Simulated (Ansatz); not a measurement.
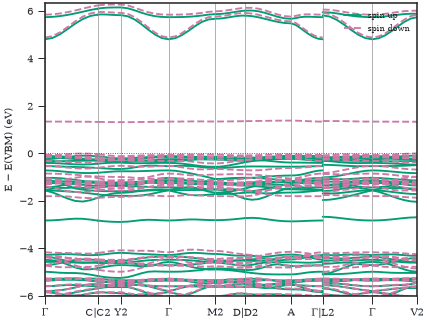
Fig. 1. Band structure from DFT-r²SCAN in the program Ansatz with PAW potentials

Problem. Read off the gap and where the band edges lie.

Solution. About 1.3 eV (1.32 eV by a search for the band edges); maximum at V2, minimum at Y2.

Problem. Which of these materials gives this?
A. Nb2O5, C2/m (Nb on 4i, O on 4i, O on 2a, O on 4i)
B. TiO2, C2/m (Pearson symbol mS24)
C. Cs3Se2O8, C2/m (Pearson symbol mS26)
D. MnO2, C2/m (Pearson symbol mS24)

Solution. C, Cs3Se2O8, C2/m (Pearson symbol mS26)

The workflow started from a Materials Project entry (that database holds measured and hypothetical structures alike); the Crystallography Open Database copy checked does not list it. Whether it is the stable phase at ambient conditions was not checked. The cell was relaxed with r²SCAN under the symmetry of its start; whether a distortion lowers the energy is not shown. Magnetic state: ferromagnetic, the only order run, not a proven ground state. Other orbital occupations within this spin state were not tried. No Hubbard U is applied. Spin–orbit coupling is left out wherever it is not named.

Potentials: the later of the program's two PAW sets.
